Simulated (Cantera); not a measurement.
A closed system holds: 1 mol Si(CH₃)₄, 2.1 mol H₂, 0.021 mol C₂H₂, held at 33.0 Torr.

Cantera equilibrium calculation (NASA polynomials, part measured and part estimated; ideal gas, pure solids and liquids). Candidate condensed phases: C, C₆H₆, C₇H₈, C₈H₁₈, Si, SiC; 87 gas species. Gases not in the tables: Si₂H₆ and higher silanes. Rates play no part.

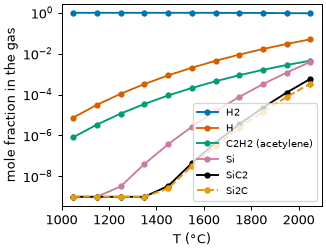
Equilibrium gas composition (values under 1e-9 drawn at 1e-9)

From 1050 °C to 2050 °C the condensed part is C(graphite) + SiC(s).
